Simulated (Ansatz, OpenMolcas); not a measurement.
# How basis sets differ on BCNF2 (SMILES N#CB(F)F)

BCNF2 has 5 atoms, charge 0, and is taken as a singlet. As SMILES, `N#CB(F)F`. The coordinates come from a PBE0-D4/def2-TZVP relaxation.

```xyz
5

N    -0.7151    1.7897    0.8010
C    -0.3194    0.8048    0.3593
B     0.2120   -0.5174   -0.2338
F     1.4512   -0.8728   -0.0262
F    -0.5787   -1.2779   -0.9419
```

Each level gives the HOMO–LUMO gap (eV). The values are calculated.

```json
{"level": "HF/ANO-R0 (sfX2C)", "kind": "Hartree–Fock", "program": "OpenMolcas", "value (eV)": "16.77"}
{"level": "HF/ANO-RCC-MB (DKH2)", "kind": "Hartree–Fock", "program": "OpenMolcas", "value (eV)": "16.26"}
{"level": "HF/ANO-S-MB", "kind": "Hartree–Fock", "program": "OpenMolcas", "value (eV)": "16.02"}
{"level": "HF/STO-3G", "kind": "Hartree–Fock", "program": "Ansatz", "value (eV)": "17.56"}
{"level": "HF/3-21G", "kind": "Hartree–Fock", "program": "OpenMolcas", "value (eV)": "15.94"}
{"level": "HF/6-311+G**", "kind": "Hartree–Fock", "program": "OpenMolcas", "value (eV)": "15.16"}
```

The values span 15.16 to 17.56 eV. A Hartree–Fock LUMO above zero doesn't converge with the basis: it sinks as sets grow more diffuse. Orbital gaps aren't excitation energies.

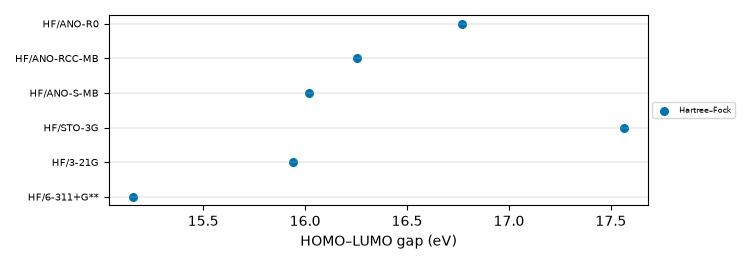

The values of the table, level by level.
